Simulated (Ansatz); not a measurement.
Carrier doping in hypothetical zinc blende TlBr

The reference is TlBr in the zinc blende structure (space group F-43m, No. 216; a = 7.311 Å; a hypothetical phase, not in the database extracts checked).

Carriers are added at fixed cell with a uniform background; the Fermi–Dirac width is that of 300 K.

Level of theory: PBEsol (Ansatz, a quantum-chemistry and plane-wave program), scalar-relativistic without spin-orbit coupling, earlier PAW set.

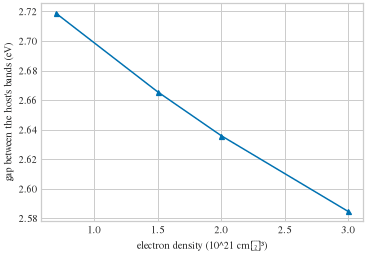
Figure. Gap between the host's bands against electron density

```
electron density (10^21 cm⁻³)  gap between the host's bands
-----------------------------  ----------------------------
0.7                                                 2.72 eV
1.5                                                 2.67 eV
2                                                   2.64 eV
3                                                   2.58 eV
```

Charged cell with a jellium background: band edges are those of the host's band count, energies are not comparable with the neutral cell, and many-body gap narrowing is missing. With Tl present, leaving out spin-orbit coupling can change the band edges. No phonon test of stability was made.
